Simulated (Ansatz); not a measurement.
# SnSe2 (CdI2 type): scan of one atom of the cell

Relaxed SnSe$_{2}$ (CdI2 type):

```xyz
6
Lattice="7.6806 0.0000 0.0000 -1.9201 3.3258 0.0000 0.0000 0.0000 6.0057" Properties=species:S:1:pos:R:3 pbc="T T T"
Sn     0.0000     0.0000     0.0000
Sn     3.8403     0.0000     0.0000
Se     0.0000     2.2172     1.5935
Se     3.8403     2.2172     1.5935
Se     1.9201     1.1086     4.4122
Se     5.7604     1.1086     4.4122
```

In this cell atom 3 (Se, nearest neighbour Sn at 2.730 Å; its periodic images, 3.8 Å or more away, move with it) is moved by s towards the nearest neighbour, unit vector (-0.703, 0.406, -0.584); all other atoms and the cell stay fixed.

Level of theory: PBE-D3(BJ) (plane waves to 420 eV, PAW, scalar-relativistic; Ansatz, a quantum-chemistry and plane-wave program). k mesh 4×8×5 (Γ-centred), Fermi-Dirac smearing 0.05 eV. Energies are smeared free energies. As the smearing reaches across the gap at some points, energies and forces of such displacements shift with the k mesh and the smearing. SnSe2 was relaxed with its symmetry unable to fall. ΔE is measured from the undisplaced structure.

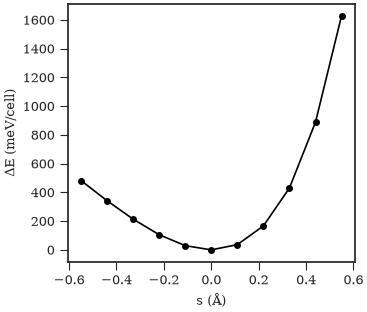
Fig. 1. ΔE (meV/cell) against s (Å); markers are the computed points, lines only join them.

The force along the line at s = -0.550 Å is 1.32 eV/Å. The force constant k = d²E/ds² at s = 0 (finite differences) comes out as 5.39 eV/Å². The energy at s = 0.550 Å is 1629 meV/cell. Symmetry of the curve: not even: the positive side lies higher at ±0.550 Å. Harmonic estimate at the end of the scan: ½ks² = 815 meV/cell against the computed 1629 meV/cell, so the well is stiffer than harmonic there.

The forces along the line at the two nearest points give (0.504 − (-0.706)) / (2·0.110) = 5.50 eV/Å²; the next pair corrects for the finite step.

(A displaced cell: forces are minus the slopes of the energy, force constants its curvatures, and phonons follow from these.)
